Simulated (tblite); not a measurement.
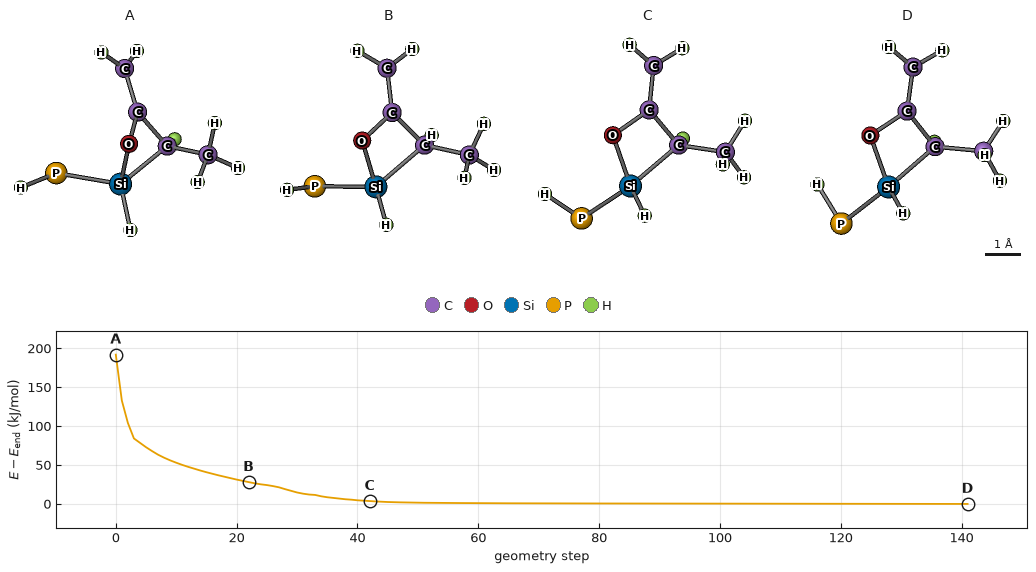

Frames of a relaxation of C4H8OPSi (multiplicity 2), marked on the history of the run. A ball-and-stick model, seen at a tilt.

Computed with GFN2-xTB geometry optimisation, gas phase in tblite 0.8.0. 

### Describe the path.

The atom that moves furthest after the best rigid fit is the P atom (1.50 Å). Largest moves by element: P 1.50 Å, H 1.37 Å, O 1.15 Å, C 0.64 Å, Si 0.43 Å. Some distances before and after: C–Si 1.816 → 1.936 Å, P–Si 2.148 → 2.213 Å, C–C 1.365 → 1.316 Å, O–Si 1.720 → 1.680 Å. Among the angles between lasting bonds that change: Si–P–H 109.6° → 94.0°, O–C–C 88.1° → 103.3°, C–C–O 136.9° → 124.5°. Groups turn about P–Si by about 90°, C–C by about 40°. The energy falls by 192.0 kJ/mol in 141 geometry steps. From step 0 to 22: the O atom moves most (0.81 Å), energy −163.9 kJ/mol. From step 22 to 42: the P atom moves most (0.96 Å), energy −24.5 kJ/mol. From step 42 to 141: an H atom moves most (0.79 Å), energy −3.62 kJ/mol.

```csv
step,"E − E(0), kJ/mol"
0,0.00
1,-59.03
2,-87.84
3,-107.77
4,-113.45
5,-119.00
6,-124.00
7,-128.67
8,-132.53
9,-135.95
10,-138.96
17,-155.19
24,-166.76
31,-178.78
38,-185.95
44,-189.15
51,-190.47
58,-190.88
65,-191.13
72,-191.28
79,-191.37
86,-191.44
93,-191.49
100,-191.53
107,-191.59
113,-191.65
120,-191.72
127,-191.85
134,-191.90
141,-191.98
```
